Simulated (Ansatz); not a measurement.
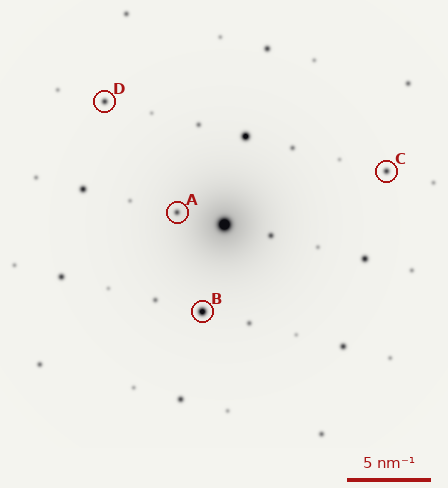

Simulated selected-area electron diffraction pattern (100 kV, kinematic approximation, thin crystal, B = 0.8 Å² for all atoms). The zone axis points towards the electron source and the pattern is seen from the source side.

The sample is TiSn2, space group I4/mmm (No. 139), a = 3.676 Å, c = 9.537 Å. Structure: the geometry relaxed with DFT, PAW plane waves, pbe, spin-orbit in Ansatz 0.2.0; the starting structure was generated, so it need not be a known form of this composition.

```
Ti Sn
1.0
     3.67567    0.00000    0.00000
     0.00000    3.67567    0.00000
     0.00000    0.00000    9.53716
Ti Sn
2 4
Cartesian
  0.0000 0.0000 0.0000
  1.8378 1.8378 4.7686
  0.0000 0.0000 3.2656
  1.8378 1.8378 1.5030
  1.8378 1.8378 8.0342
  0.0000 0.0000 6.2716
```

Spot A is indexed -1 0 1 and spot B 0 -2 0.

Index the other marked spots.

Answer. C = −3A − B = 3 2 -3 (d = 0.971 Å). D = 3A − B = -3 2 3 (d = 0.971 Å).

Which zone axis is this?

Answer. The cross product of A and B is parallel to [101]; every spot obeys hu + kv + lw = 0.

What are the spacings of A and B and the angle between them?

Answer. d(A) = 3.430 Å, d(B) = 1.838 Å, and the angle is 90.0°.
